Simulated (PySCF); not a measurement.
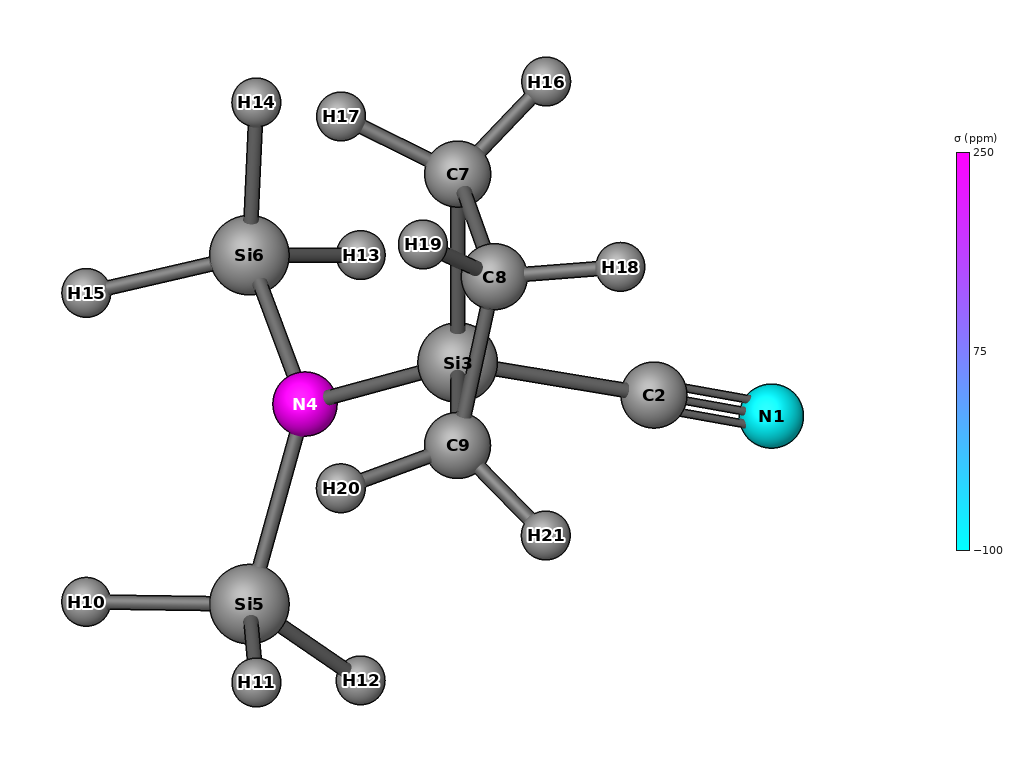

Atoms are coloured by their isotropic NMR shieldings (N only, the others grey). Computed geometry: GFN2-xTB optimisation. No frequency run is at hand to confirm it as a minimum. Properties computed with GIAO PBE0/pcSseg-1 NMR shielding, non-relativistic, gas phase (PySCF 2.14.0).

List the isotropic NMR shieldings of the N atoms.

```csv
atom,σ (ppm)
N1,−90.1
N4,249.8
```

The geometry is semi-empirical. Around Si such bond lengths and angles can be off by a tenth of an ångström or more and by several degrees, and values that hang on the shape move with them.
